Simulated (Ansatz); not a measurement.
Run report: SiNH4F, frequency calculation

System: SiNH4F.
Method: RKS PBE0-D4/def2-TZVP (Ansatz 0.2.0).

The geometry comes from this level: PBE0-D4/def2-TZVP. Figures and captions count atoms from 1; the log counts them from 0 in places.

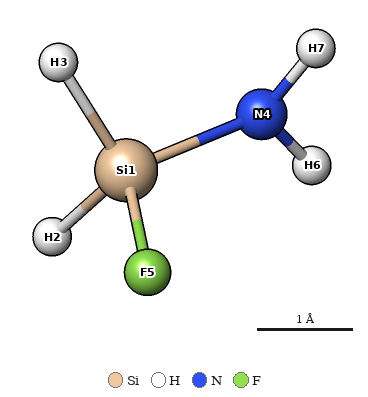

The input geometry (ball-and-stick view, seen at a tilt; atoms are numbered from 1 in the order of the input). Bond lengths as drawn: F–Si 1.60 Å, H–N 1.01 Å, H–Si 1.48 Å and N–Si 1.70 Å.

## Input
```yaml
crystal:
  periodic: [false, false, false]
  atoms:
    - {symbol: Si, position_ang: [-1.377425, 0.672461, -1.036685]}
    - {symbol: H, position_ang: [-1.270661, -0.464689, -1.976768]}
    - {symbol: H, position_ang: [-2.547370, 1.545250, -1.276931]}
    - {symbol: N, position_ang: [0.026633, 1.612772, -1.175203]}
    - {symbol: F, position_ang: [-1.606430, 0.022291, 0.412331]}
    - {symbol: H, position_ang: [0.937853, 1.197497, -1.275193]}
    - {symbol: H, position_ang: [0.080065, 2.547303, -0.805729]}
basis:
  gaussian: {orbitals: def2-TZVP}
hamiltonian: {xc: pbe0, dispersion: d4}
phonons: {temperatures: {t_min: 298.15, t_max: 900, t_step: 200}}
```

Hardware: 4 threads of Arm Neoverse V2, 23 GiB of memory available, shared host.

Launched with:
```bash
ansatz run in.yaml --threads 4 --pin off --events-out ev --progress --plain --max-ram 9574MiB
```

## Log
```
Functional definition: PBE0
  name "PBE0"
  cite "Adamo & Barone, J. Chem. Phys. 110, 6158 (1999) doi:10.1063/1.478522"
  cite "Perdew, Burke & Ernzerhof, Phys. Rev. Lett. 77, 3865 (1996) doi:10.1103/PhysRevLett.77.3865"
  parent pbe
  parameter a = 0.25
  parameter kappa = 0.804
  parameter beta = 0.06672455060314922
  exchange = (1 - a)*pbe_x(kappa = kappa, mu = beta*pi^2/3) + a*exact_x
  correlation = pbe_c(beta = beta)
755 factors; their error is unknown
mean field evaluation 1: about -12140.0772 eV, gradient 6.2e1 eV
mean field evaluation 2: about -12132.4268 eV, gradient 8.5e1 eV
mean field evaluation 4: about -12146.6199 eV, gradient 1.9e0 eV
mean field evaluation 8: about -12146.6276 eV, gradient 1.6e-2 eV
mean field evaluation 16: about -12146.6737 eV, gradient 3.4e-5 eV
mean field -12146.67367680 eV, -446.3820243112 hartree, gradient 3.4e-5 eV, S^2 0.000000; 0 other end points of the search recorded, 0 dependent functions left out
the calculation of the forces begins
reference -12146.67370295 eV, -446.3820252722 hartree; 17, 17 occupied and 106, 106 virtual orbitals, 755 factors
these checks for a lower state are left out or cut short: stability, starts, cluster_reference, orbital_swaps, neighbouring_geometries, increment
755 factors; their error is unknown
mean field -12146.67353351 eV, -446.3820190454 hartree, gradient 1.9e-6 eV, S^2 0.000000; 0 other end points of the search recorded, 0 dependent functions left out
[... from here on the field's lines of each further geometry are left out, up to the last ...]
the calculation of the forces begins
reference -12146.67368440 eV, -446.3820245904 hartree; 17, 17 occupied and 106, 106 virtual orbitals, 755 factors
these checks for a lower state are left out or cut short: stability, starts, cluster_reference, orbital_swaps, neighbouring_geometries, increment
755 factors; their error is unknown
mean field -12146.67365536 eV, -446.3820235233 hartree, gradient 2.1e-6 eV, S^2 0.000000; 0 other end points of the search recorded, 0 dependent functions left out
the calculation of the forces begins
reference -12146.67368150 eV, -446.3820244842 hartree; 17, 17 occupied and 106, 106 virtual orbitals, 755 factors
Total energy: -12146.75120990 eV, -446.3848736000 hartree
Atom 0 at    -1.377425     0.672461    -1.036685 Å, force    -0.000482    -0.000644     0.000477 eV/Å
Atom 1 at    -1.270661    -0.464689    -1.976768 Å, force    -0.000040     0.000164    -0.000044 eV/Å
Atom 2 at    -2.547370     1.545250    -1.276931 Å, force    -0.000178    -0.000206     0.000013 eV/Å
Atom 3 at     0.026633     1.612772    -1.175203 Å, force     0.003857     0.001074    -0.000218 eV/Å
Atom 4 at    -1.606430     0.022291     0.412331 Å, force    -0.000215     0.000127    -0.000136 eV/Å
Atom 5 at     0.937853     1.197497    -1.275193 Å, force    -0.002128     0.000033    -0.000018 eV/Å
Atom 6 at     0.080065     2.547303    -0.805729 Å, force    -0.000814    -0.000549    -0.000075 eV/Å
Dipole moment:     0.301016     0.243020    -0.148488 e Å
Vibrations: 266.61 294.70 381.70 561.06 800.71 828.69 899.01 904.09 941.31 963.03 1585.21 2260.53 2265.61 3616.15 3710.32 cm⁻¹, zero-point energy 1.257121 eV
```

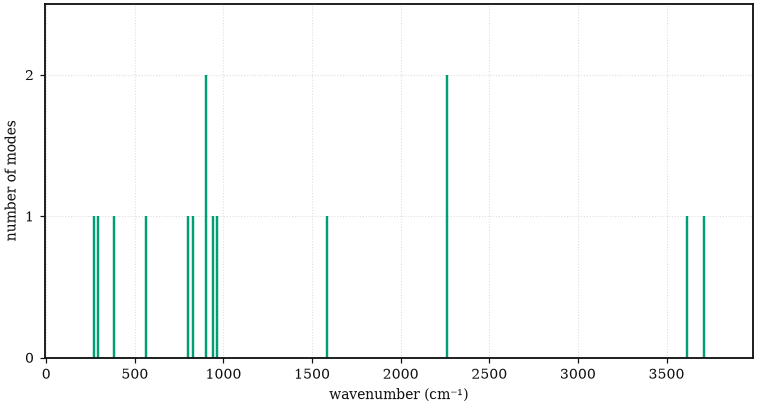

Harmonic vibrational wavenumbers from the force constants; neighbouring modes closer than 16 cm⁻¹ are counted in one stick. 15 modes from 267 to 3710 cm⁻¹, none imaginary.

## Results in brief

```csv
quantity,value
outcome,converged
total energy,−12146.7512 eV
mean-field energy,−12146.6737 eV
dispersion energy,−0.0775 eV
largest force (length of the vector),0.004 eV/Å
dipole moment,1.99 D
wall time,23 s (CPU time 81 s)
peak memory,0.57 GiB
```
